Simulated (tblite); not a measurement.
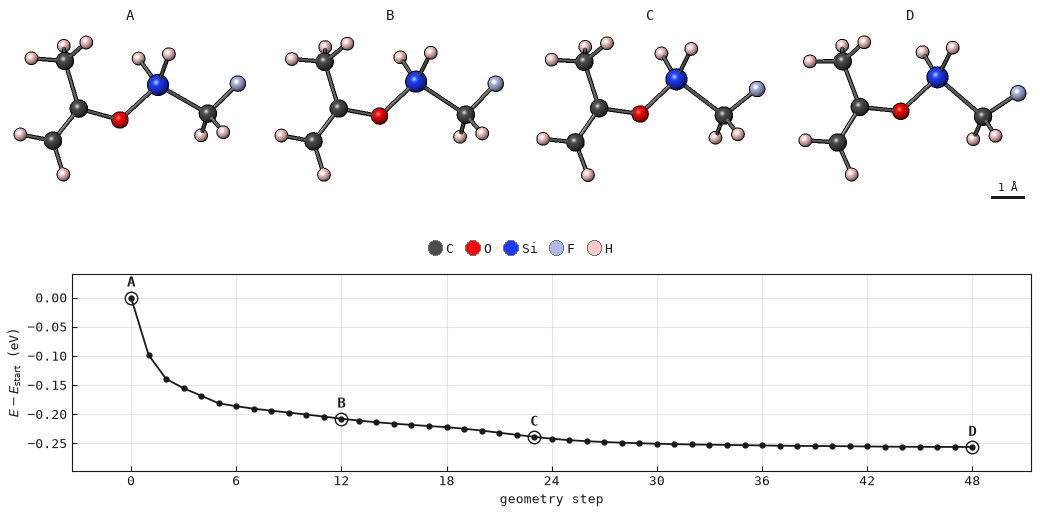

Frames of a relaxation of C4H9FOSi, marked on the history of the run. The picture is a ball-and-stick view, seen from a free direction.

Theory: GFN2-xTB geometry optimisation, gas phase in tblite 0.8.0. 

Describe the path.

The atom that moves furthest after the best rigid fit is the F atom (0.30 Å). By element the largest moves are F 0.30 Å, H 0.28 Å, O 0.27 Å, Si 0.24 Å, C 0.19 Å. Near-neighbour distances that change, for instance: C–Si 1.850 → 1.907 Å, O–Si 1.671 → 1.619 Å, C–O 1.395 → 1.359 Å, H–Si 1.493 → 1.465 Å. Bond angles that change, for instance: O–Si–C 112.0° → 100.8°, C–O–Si 125.7° → 134.3°, C–C–O 120.9° → 116.5°. The energy falls by 0.256 eV in 48 geometry steps. From step 0 to 12: O and Si atoms move most (0.12 Å), energy −0.208 eV. From step 12 to 23: the F atom moves most (0.17 Å), energy −0.031 eV. From step 23 to 48: the F atom moves most (0.14 Å), energy −0.017 eV.

```json
{"step": "0", "E − E(0), eV": "0.0000"}
{"step": "1", "E − E(0), eV": "-0.0985"}
{"step": "2", "E − E(0), eV": "-0.1395"}
{"step": "3", "E − E(0), eV": "-0.1555"}
{"step": "4", "E − E(0), eV": "-0.1682"}
{"step": "5", "E − E(0), eV": "-0.1813"}
{"step": "6", "E − E(0), eV": "-0.1863"}
{"step": "7", "E − E(0), eV": "-0.1906"}
{"step": "8", "E − E(0), eV": "-0.1939"}
{"step": "9", "E − E(0), eV": "-0.1973"}
{"step": "10", "E − E(0), eV": "-0.2005"}
{"step": "12", "E − E(0), eV": "-0.2077"}
{"step": "14", "E − E(0), eV": "-0.2138"}
{"step": "16", "E − E(0), eV": "-0.2184"}
{"step": "18", "E − E(0), eV": "-0.2223"}
{"step": "20", "E − E(0), eV": "-0.2281"}
{"step": "22", "E − E(0), eV": "-0.2354"}
{"step": "24", "E − E(0), eV": "-0.2421"}
{"step": "26", "E − E(0), eV": "-0.2463"}
{"step": "28", "E − E(0), eV": "-0.2489"}
{"step": "30", "E − E(0), eV": "-0.2506"}
{"step": "32", "E − E(0), eV": "-0.2519"}
{"step": "34", "E − E(0), eV": "-0.2527"}
{"step": "36", "E − E(0), eV": "-0.2536"}
{"step": "38", "E − E(0), eV": "-0.2544"}
{"step": "40", "E − E(0), eV": "-0.2548"}
{"step": "42", "E − E(0), eV": "-0.2553"}
{"step": "44", "E − E(0), eV": "-0.2558"}
{"step": "46", "E − E(0), eV": "-0.2561"}
{"step": "48", "E − E(0), eV": "-0.2562"}
```
